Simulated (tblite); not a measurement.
# C₈H₈: molecular dynamics (part 2 of 3)

C₈H₈; GFN2-xTB Langevin dynamics, gas phase (tblite 0.8.0). 

Geometry of the input (Å):
```
C  2.4000  -0.5515  -0.2026
C  0.9591  -0.1525  -0.0695
C  0.6102  1.1890  -0.0378
C  -0.7189  1.6479  0.0678
C  -1.6223  0.6408  0.1329
C  -1.2870  -0.6973  0.1002
C  -0.0231  -1.1708  0.0012
C  -2.7294  -0.3500  0.2215
H  2.6431  -0.7303  -1.2510
H  3.0598  0.2293  0.1683
H  2.5983  -1.4693  0.3471
H  1.3995  1.9250  -0.0957
H  -0.9486  2.7031  0.0921
H  0.2556  -2.2145  -0.0236
H  -3.2262  -0.4983  1.1747
H  -3.3778  -0.4917  -0.6368
```

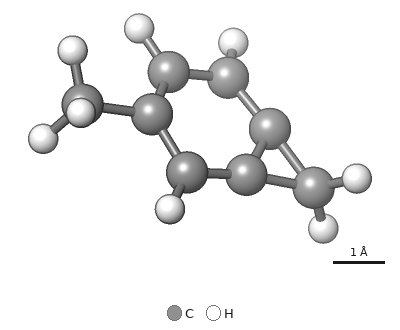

Fig. 1: The geometry at step 21 of the log (ball-and-stick view, seen at a tilt).

## Trajectory as extended XYZ, continued
```
16
Properties=species:S:1:pos:R:3:forces:R:3 step=13 time_fs=325.0 energy=-573.89155 temperature=266.2
C     1.7406   -0.3108    0.0735    2.0162  -0.5401  -0.4332
C     0.2997   -0.1357    0.1963   -0.6026  -0.8012   0.3840
C    -0.2716    1.0472    0.6169    2.0337   1.1420   0.7532
C    -1.5995    1.3410    0.7785   -2.1691  -1.2854  -0.5051
C    -2.3506    0.1929    0.4927    0.0432   0.9193   0.1405
C    -1.7786   -0.9882    0.1309   -1.0169  -0.9054  -0.4465
C    -0.4695   -1.2753   -0.1281   -0.5182  -0.0572   0.9175
C    -3.2944   -0.9763    0.2545    1.3917   0.0055   1.4613
H     2.3533    0.5479    0.3846   -0.3737  -0.1277  -0.3082
H     2.1637   -1.1854    0.6359   -0.6341   0.5820  -0.4072
H     1.8804   -0.5300   -1.0066    0.5494   0.2130   0.5491
H     0.4371    1.8012    1.0038   -0.2421  -0.2051  -0.5796
H    -1.9611    2.3371    1.0266    0.0035  -0.4590   0.1032
H    -0.0222   -2.2740   -0.2838   -0.4034   0.8458  -0.2509
H    -3.7578   -1.5006    1.1190    0.4263   0.5054  -0.4628
H    -3.8943   -1.0402   -0.6086   -0.5039   0.1680  -0.9154
16
Properties=species:S:1:pos:R:3:forces:R:3 step=14 time_fs=350.0 energy=-573.97098 temperature=384.8
C     1.7219   -0.3462    0.0929    0.5441   0.4630   0.4219
C     0.2709   -0.0897    0.2843   -1.8750   0.8288  -0.0516
C    -0.3389    1.1426    0.6307   -0.0657  -1.0222  -0.2357
C    -1.7492    1.2929    0.8120    0.0803  -1.2569   0.1045
C    -2.4901    0.1182    0.7156    1.0818   0.1025  -0.7507
C    -1.9138   -1.0579    0.1998   -0.5734   1.1068   0.4482
C    -0.5772   -1.1953   -0.0212   -0.0471  -0.2956  -0.7844
C    -3.4276   -1.0076    0.3303    0.7657   0.3456   0.0180
H     2.3558    0.2337    0.8002   -0.4480  -0.4248  -0.4468
H     1.8520   -1.4127    0.2419    0.4191  -0.0356   0.1657
H     2.0631   -0.1264   -0.9196   -0.1119   0.1759  -0.0024
H     0.2804    2.0337    0.6733   -0.0942  -0.2075   0.2108
H    -2.1396    2.2682    1.0689   -0.1041  -0.1135  -0.0606
H    -0.1231   -2.0154   -0.6028   -0.3330   0.1151   0.6650
H    -3.8703   -1.6152    1.1259    0.1185   0.2935  -0.1884
H    -4.0936   -0.9014   -0.5507    0.6428  -0.0752   0.4865
16
Properties=species:S:1:pos:R:3:forces:R:3 step=15 time_fs=375.0 energy=-573.75948 temperature=298.3
C     1.6193   -0.2764    0.1084    0.1655  -0.2868  -0.6024
C     0.1471   -0.1414    0.3095   -1.1135   1.1623  -0.9529
C    -0.4215    1.0900    0.6949   -0.7494  -0.7052   0.2529
C    -1.8554    1.2463    0.9426    1.7572  -0.2803   0.2812
C    -2.5342    0.1086    0.7177    1.3792   0.9324   0.3974
C    -2.0019   -1.1363    0.3066    3.1227   1.3214  -0.3387
C    -0.6772   -1.2710    0.0233   -0.5456  -0.4003   0.7596
C    -3.3921   -1.0120    0.5477   -3.0653  -0.4340  -2.3976
H     2.0189   -0.0053    1.0439    0.9751   0.0157   1.2004
H     1.8989   -1.2892   -0.1731   -0.1452  -0.1758   0.3231
H     2.1546    0.3371   -0.6203   -0.7393   0.3970  -0.1593
H     0.2188    1.9477    0.9122   -0.1670  -0.4028  -0.1872
H    -2.2308    2.1451    1.4349    0.0438  -0.2178  -0.5215
H    -0.2656   -2.2461   -0.2169    0.2456   0.2406  -0.1587
H    -3.8485   -1.5038    1.3323   -0.9601  -0.9088   1.5246
H    -3.9942   -0.9688   -0.3870   -0.2037  -0.2576   0.5791
16
Properties=species:S:1:pos:R:3:forces:R:3 step=16 time_fs=400.0 energy=-573.93243 temperature=316.1
C     1.5248   -0.1870    0.0888    0.9927  -0.0764  -1.7070
C     0.0713   -0.2122    0.2739    0.0146   3.0179   1.4094
C    -0.4490    1.0200    0.7960   -0.9085  -2.6600  -1.0594
C    -1.8178    1.1485    1.0796    0.3111   1.4877  -0.4051
C    -2.5887    0.0888    0.7456    0.8450  -0.4393  -0.2240
C    -2.0350   -1.1241    0.3143   -0.2489   0.9018   0.7453
C    -0.6957   -1.3340    0.1620   -1.5917  -0.8756  -0.2425
C    -3.4874   -1.0626    0.6446    0.3014  -0.8366   0.6802
H     2.0014   -0.1486    1.0223    0.7550  -0.3678   1.3807
H     1.8919   -1.0303   -0.5062   -0.0640   0.0074   0.2736
H     1.8903    0.7219   -0.4114   -0.4117  -0.1294  -0.1451
H     0.2223    1.8059    0.9537    0.6077   0.9264   0.1645
H    -2.1344    2.1649    1.3338   -0.3366  -0.5372   0.3645
H    -0.3089   -2.3020   -0.0233    0.5377  -0.6390  -0.4203
H    -3.8208   -1.5691    1.5534   -0.0434   0.1403  -0.0617
H    -4.1655   -1.1528   -0.1583   -0.7604   0.0798  -0.7532
16
Properties=species:S:1:pos:R:3:forces:R:3 step=17 time_fs=425.0 energy=-573.74802 temperature=197.4
C     1.5479   -0.2642   -0.0039   -0.4927  -0.2696  -0.4512
C     0.0357   -0.2351    0.3236    1.1161   2.7245   1.3041
C    -0.5193    1.0121    0.7995    0.5555  -0.9551  -0.1557
C    -1.8729    1.1733    1.1490    0.6938  -1.7885  -0.6859
C    -2.5919    0.0252    0.8568   -0.6796   1.1715   0.6161
C    -2.1241   -1.1484    0.3646   -0.1326   0.2612   0.3511
C    -0.7678   -1.3320    0.1697   -1.1759  -1.4339  -1.1543
C    -3.6235   -1.0574    0.7338    1.0013  -0.3855   0.7263
H     2.3742   -0.5655    0.6828   -1.3936  -0.0871   0.1915
H     1.5923   -0.9320   -0.8553    0.3786  -0.2623  -0.2263
H     1.8730    0.7036   -0.3554   -0.1812   0.4323  -0.1025
H     0.1568    1.8679    0.9039   -0.2542  -0.4448   0.0405
H    -2.1927    2.0377    1.6621   -0.5099   0.7047   0.1034
H    -0.4166   -2.2331   -0.3149    0.3441  -0.1929   0.3350
H    -3.9424   -1.5702    1.6925    0.2719   0.5218  -1.1919
H    -4.3903   -1.0378   -0.0488    0.4583   0.0039   0.3000
16
Properties=species:S:1:pos:R:3:forces:R:3 step=18 time_fs=450.0 energy=-573.80965 temperature=256.9
C     1.3799   -0.3559   -0.1427    2.0527  -1.1714   1.3093
C    -0.0376   -0.2177    0.2611    0.9287   1.5230   0.9351
C    -0.4642    0.9708    0.9019   -0.2043  -0.2380  -0.3293
C    -1.8336    1.1875    1.1885   -0.4934  -1.4227   0.2065
C    -2.6313    0.0589    0.9551    1.9628   2.8722   0.7628
C    -2.0889   -1.1116    0.5226   -0.5918  -0.4397  -0.5427
C    -0.8590   -1.3200    0.0571    0.2805  -0.9678  -0.1117
C    -3.5185   -1.0839    0.7518   -2.1212   0.0922   0.3470
H     1.9853   -1.0173    0.6344   -1.2360   0.9329  -1.2343
H     1.3785   -0.9355   -1.0683    0.4868   0.4199  -0.0180
H     2.0000    0.5652   -0.1598   -0.8087  -0.4649  -0.4245
H     0.2828    1.7567    1.1697   -0.7661  -0.7881  -0.4904
H    -2.1897    2.0841    1.6760    0.0400   0.0522  -0.2150
H    -0.5713   -2.2974   -0.3218    0.4337   0.3892  -0.1355
H    -3.9432   -1.4912    1.6617   -0.0876  -0.4054  -0.0507
H    -4.2415   -0.9795   -0.0596    0.1240  -0.3836  -0.0086
16
Properties=species:S:1:pos:R:3:forces:R:3 step=19 time_fs=475.0 energy=-573.88368 temperature=324.6
C     1.3918   -0.4205   -0.2335    0.2929  -0.9477   1.2182
C    -0.0082   -0.2906    0.3037    0.3433   2.0420  -0.1571
C    -0.4537    0.9159    0.8735   -1.1156  -0.9943  -0.4223
C    -1.8300    1.1237    1.2235   -0.1618  -0.2127  -0.6242
C    -2.6195    0.0069    1.0660    2.2731   2.1592   0.4212
C    -2.1276   -1.1759    0.5311   -0.4695   0.7372  -0.0615
C    -0.8859   -1.3416    0.0688   -0.0048  -1.0955  -0.2486
C    -3.5661   -1.0277    0.7950   -1.2828  -0.9521  -0.8463
H     1.8543   -1.0836    0.5132    0.2792  -0.2746  -0.3633
H     1.4022   -0.9218   -1.1956   -0.0044   0.0858  -0.0227
H     2.0564    0.4329   -0.2328   -0.5191   0.5236  -0.1990
H     0.2380    1.7242    0.9301    0.2092   0.3782   0.1415
H    -2.2423    2.1351    1.3766    0.4497  -0.6301   0.3386
H    -0.6153   -2.2610   -0.4146    0.4762  -0.1342  -0.2877
H    -3.8652   -1.6476    1.5792   -0.9176  -0.7028   1.3870
H    -4.3300   -0.9297    0.0296    0.1521   0.0181  -0.2739
16
Properties=species:S:1:pos:R:3:forces:R:3 step=20 time_fs=500.0 energy=-573.77208 temperature=281.6
C     1.4348   -0.4076   -0.1944   -1.2374  -0.5474  -0.3679
C     0.0032   -0.3405    0.2869    0.1553   2.4537  -0.3345
C    -0.4929    0.9128    0.7152   -0.0503  -0.9568   0.5390
C    -1.8076    1.1160    1.2181    1.3983  -0.1985  -0.0137
C    -2.5438   -0.0035    1.1013   -1.6836  -1.5812  -0.9847
C    -2.1817   -1.2045    0.4740   -0.0141   1.4447   1.3483
C    -0.8487   -1.4033    0.1478   -1.8211  -1.4978  -0.1635
C    -3.6841   -0.9841    0.8990    2.1331  -1.1413  -0.5084
H     2.0218   -0.9606    0.4816    0.7753  -0.5358   0.9621
H     1.5643   -0.8706   -1.1586   -0.4377  -0.5296  -0.4120
H     1.8109    0.5561   -0.3376    0.6632   1.5521   0.2241
H     0.2015    1.7190    0.7870    0.2776   0.4238  -0.0304
H    -2.0209    2.0259    1.7504   -0.3749   0.1269  -0.1817
H    -0.4557   -2.3257   -0.2414   -0.0577  -0.3489  -0.1016
H    -4.0919   -1.6595    1.6894    0.4359   0.8992  -0.5162
H    -4.2877   -0.9526   -0.0115   -0.1617   0.4369   0.5412
16
Properties=species:S:1:pos:R:3:forces:R:3 step=21 time_fs=525.0 energy=-573.84541 temperature=320.7
C     1.3730   -0.4005   -0.1446    0.2232   0.3916  -0.5343
C    -0.0968   -0.2722    0.1594    2.2342  -0.5530   0.3284
C    -0.4993    0.9028    0.7325   -0.9103   0.9528   0.2111
C    -1.7956    1.1491    1.1993   -0.3836  -1.2329  -0.7507
C    -2.6499    0.0897    0.9469    1.1382   1.6202   1.0597
C    -2.1522   -1.1062    0.5574    1.1586  -1.7170  -1.1934
C    -0.8657   -1.4134    0.1094   -2.4590  -0.0769   0.6333
C    -3.5922   -1.0422    0.8969   -0.6610  -0.6294   1.2393
H     1.9593   -0.9146    0.6408   -0.4009   0.7764  -0.1676
H     1.5857   -0.9426   -1.0427   -0.2924  -0.8349  -0.5981
H     1.7034    0.5958   -0.4314    0.5946   0.1194   0.7615
H     0.1373    1.7614    0.8028    0.6292  -0.0313  -0.0321
H    -1.9520    2.0850    1.6547   -0.7482   0.7501   0.3857
H    -0.4977   -2.3742   -0.2216   -0.1244   0.1253   0.0683
H    -4.0322   -1.4925    1.8318    0.6601   0.3884  -0.8418
H    -4.2786   -1.0492    0.0872   -0.6584  -0.0487  -0.5692
16
Properties=species:S:1:pos:R:3:forces:R:3 step=22 time_fs=550.0 energy=-573.79275 temperature=293.9
C     1.4748   -0.4405   -0.1381    0.2249  -0.5649  -0.3049
C    -0.0100   -0.1852    0.2568    1.0567  -1.4256  -0.3441
C    -0.4579    1.0186    0.7456    0.0523   0.0739   0.2445
C    -1.8260    1.2166    1.0827   -0.2709   0.2720  -0.4698
C    -2.5940    0.0981    0.9827    0.6560   1.1185  -0.0295
C    -2.1808   -1.1316    0.4567    0.8747   0.8028   0.3255
C    -0.9065   -1.3192    0.0942    1.0090   0.5281  -0.5297
C    -3.5406   -1.0095    0.9583   -1.7235  -0.1073  -0.0423
H     2.0734   -1.0677    0.6481   -1.1158   1.5387  -1.1266
H     1.5822   -1.0426   -1.0832   -0.6568   0.1814   0.8707
H     1.9818    0.4992   -0.4620   -0.2709  -0.5315   1.0594
H     0.2249    1.8482    0.9739   -0.2369  -0.4740  -0.4767
H    -2.1676    2.2589    1.2008    0.0059  -0.7865   0.4930
H    -0.5427   -2.2074   -0.3898    0.1950  -0.2211  -0.0002
H    -3.7625   -1.4950    1.8868   -0.1185  -0.2443   0.5561
H    -4.4342   -0.9549    0.3301    0.3187  -0.1601  -0.2254
16
Properties=species:S:1:pos:R:3:forces:R:3 step=23 time_fs=575.0 energy=-573.99468 temperature=300.0
C     1.4685   -0.3985   -0.0891    1.0303  -1.5213  -0.7367
C     0.0297   -0.2057    0.2369    0.0183   0.4418  -0.6862
C    -0.4341    1.0280    0.6720    0.9930  -0.5577  -0.6213
C    -1.7627    1.2649    0.9825   -0.8015   1.3807   1.4192
C    -2.5446    0.1699    1.0232   -0.1732  -1.1993  -1.1219
C    -2.0796   -1.0422    0.4930   -2.4471   0.4419   0.9405
C    -0.8678   -1.2750    0.0069    1.4094  -0.8192   0.2361
C    -3.5131   -0.9827    0.9669    0.4185   0.4821  -0.5949
H     1.8652   -1.2856    0.5195   -0.2272   1.4856  -0.5175
H     1.6751   -0.7208   -1.1541   -0.6747   0.2071   0.8440
H     2.0509    0.5167   -0.0022    0.0210  -0.2304   0.5861
H     0.2859    1.8264    0.7076   -0.0007   0.2196   0.1658
H    -2.0480    2.2520    1.3871   -0.0002  -0.4680  -0.4337
H    -0.4769   -2.2296   -0.3508   -0.2671   0.2733  -0.0843
H    -3.7387   -1.3835    1.9318   -0.0494  -0.4729   0.4239
H    -4.3866   -1.0550    0.2890    0.7503   0.3366   0.1808
16
Properties=species:S:1:pos:R:3:forces:R:3 step=24 time_fs=600.0 energy=-573.92424 temperature=268.3
C     1.5500   -0.3611   -0.0659    0.2899   0.5097   0.1401
C     0.0922   -0.2301    0.1356   -1.8266   0.1103   0.4825
C    -0.4165    0.9971    0.6237    1.3979  -0.6185  -1.1178
C    -1.6928    1.2522    1.0571   -1.1454   0.8592   0.4173
C    -2.5025    0.1726    0.9261   -0.7291   0.7313   0.8803
C    -2.0668   -1.0028    0.4638   -0.0389  -1.9875  -0.4337
C    -0.8027   -1.3373    0.0469   -0.1555   1.1563   0.7258
C    -3.5139   -0.9287    0.9504    1.3505  -0.8324   0.9922
H     1.8536   -1.2718    0.3901    0.4875  -0.7169   0.5135
H     1.9234   -0.3879   -1.0658   -0.2721  -0.1140  -1.0196
H     2.0693    0.4846    0.3774    0.0275  -0.0358   0.3290
H     0.2886    1.7898    0.5294    0.3193   0.6698   0.3962
H    -2.0377    2.2140    1.4412    0.3561  -0.1905  -0.1140
H    -0.5030   -2.3262   -0.1852    0.3261  -0.5596  -0.3812
H    -3.8608   -1.5103    1.8600    0.7208   0.9685  -0.8443
H    -4.2379   -0.9153    0.1981   -1.1078   0.0500  -0.9664
16
Properties=species:S:1:pos:R:3:forces:R:3 step=25 time_fs=625.0 energy=-573.90571 temperature=355.1
C     1.5763   -0.4353   -0.0901   -0.7138   1.1133  -0.1947
C     0.1128   -0.2364    0.2305   -1.0071  -1.6155   0.3679
C    -0.3412    1.0397    0.5815    1.1951  -0.4825   0.4710
C    -1.6371    1.2860    1.0274   -1.4090  -1.1514  -0.7657
C    -2.4543    0.2018    0.7845   -0.0173   1.7678   1.3362
C    -2.0794   -1.0532    0.4498    1.4061  -0.7338  -0.5633
C    -0.7897   -1.3969    0.2168    0.7003   1.6351  -0.5984
C    -3.4647   -0.8683    0.8731   -1.1661  -1.1155   0.9999
H     1.9285   -1.4466   -0.0053   -0.0031  -0.2224   0.2754
H     1.6389   -0.1358   -1.1307    0.4530  -0.0288  -0.3485
H     2.1710    0.2854    0.4915   -0.0279  -0.5497  -0.1416
H     0.4561    1.7880    0.6602   -0.5732  -0.0288  -0.0577
H    -2.0867    2.1710    1.4143    0.4332   0.7201   0.0920
H    -0.5332   -2.3743   -0.1299    0.6399  -0.2865   0.1782
H    -3.8136   -1.3795    1.8136    0.4841   0.8410  -0.5570
H    -4.2360   -0.9343    0.1355   -0.3943   0.1376  -0.4936
16
Properties=species:S:1:pos:R:3:forces:R:3 step=26 time_fs=650.0 energy=-573.89337 temperature=261.7
C     1.5534   -0.5475   -0.0945    0.8422  -0.3670  -1.3412
C     0.2030   -0.2690    0.3709   -1.9995  -1.3218   0.4331
C    -0.2656    0.9931    0.6697    1.5359  -0.0219  -0.3801
C    -1.6054    1.3228    0.8305   -0.0035   1.7262   1.2414
C    -2.4519    0.2984    0.8445   -0.3595  -2.6565  -0.9873
C    -2.0024   -1.0236    0.5679   -0.6871   1.0150   0.1459
C    -0.7044   -1.3813    0.3566   -0.7031  -0.4507   0.2015
C    -3.4808   -0.7853    0.7292   -0.0944   0.2416   0.0889
H     1.7332   -1.6617   -0.1923    0.0143   1.4255   0.1336
H     1.5644   -0.0636   -1.1116    0.5343  -0.6783   0.6581
H     2.2940   -0.0517    0.5152    0.3782  -0.1386   0.0743
H     0.5225    1.7444    0.7389   -0.4517   0.1433  -0.0978
H    -1.8572    2.3353    1.1518   -0.0642  -0.1157  -0.3528
H    -0.3903   -2.4547    0.2528   -0.1271   1.2723  -0.1344
H    -3.9722   -1.0930    1.6495    0.1845  -0.0877   0.1180
H    -4.2370   -0.8072   -0.0877    1.0008   0.0143   0.1990
16
Properties=species:S:1:pos:R:3:forces:R:3 step=27 time_fs=675.0 energy=-573.73623 temperature=199.2
C     1.6400   -0.5949   -0.0864   -0.9585  -0.8640   1.7883
C     0.2501   -0.3019    0.4425   -1.6807  -1.6490  -0.8222
C    -0.1934    0.9818    0.7014    1.0438  -0.0714  -0.9684
C    -1.5293    1.3716    0.8101   -0.4521   0.6480  -0.1791
C    -2.3847    0.3307    0.8584   -0.8102  -2.1433  -0.0518
C    -1.9971   -1.0321    0.7961    0.7592   1.3815  -1.3373
C    -0.7274   -1.3984    0.4045   -0.3133   1.8483   1.1273
C    -3.4547   -0.7555    0.6361    1.6616   1.4766   0.5477
H     1.7563   -1.6913   -0.1232    0.1134   0.5824  -0.4136
H     1.8657   -0.0916   -0.9908    0.0209   0.1789  -0.8118
H     2.2831   -0.2326    0.6881    0.8811   0.2163   0.3003
H     0.5248    1.7608    0.4919    0.1725   0.1886   0.3984
H    -1.7642    2.4443    0.7110   -0.1312  -0.6857   0.3013
H    -0.4854   -2.4067    0.1882    0.4641  -0.5406  -0.2614
H    -4.0707   -0.9407    1.4556   -0.8646  -0.4133   1.3959
H    -4.0192   -0.7796   -0.2608    0.0940  -0.1535  -1.0137
16
Properties=species:S:1:pos:R:3:forces:R:3 step=28 time_fs=700.0 energy=-573.84515 temperature=302.2
C     1.6867   -0.6800    0.0897   -0.8888   0.6206   1.6291
C     0.2592   -0.3295    0.4998    0.0234  -3.2392  -0.6000
C    -0.1166    0.9528    0.6826   -0.1531   1.5289   0.4354
C    -1.4402    1.3678    0.8105   -2.0289  -0.7618   0.9878
C    -2.3637    0.3262    0.8887    0.9387   1.0009  -0.5795
C    -1.9822   -0.9885    0.7631    2.2537  -0.6030   0.4985
C    -0.6931   -1.4291    0.5772   -0.6989   1.1320   0.0791
C    -3.4119   -0.7486    0.7410   -0.5598   0.8596  -0.3430
H     1.7719   -1.7386   -0.0094    0.1384  -0.5606  -0.4425
H     1.9268   -0.1281   -0.8002    0.3434  -0.0177  -0.2166
H     2.3153   -0.3945    0.9417    0.2648   0.1411  -0.4262
H     0.6297    1.7306    0.8067    0.1123  -0.1267  -0.4356
H    -1.7204    2.3939    1.0327    0.1789  -0.1034  -0.2976
H    -0.4963   -2.4941    0.5062    0.5227   0.3683  -0.1441
H    -4.1816   -0.9039    1.4802    0.3276  -0.2828   0.3902
H    -3.7670   -0.8580   -0.2628   -0.7745   0.0438  -0.5350
```
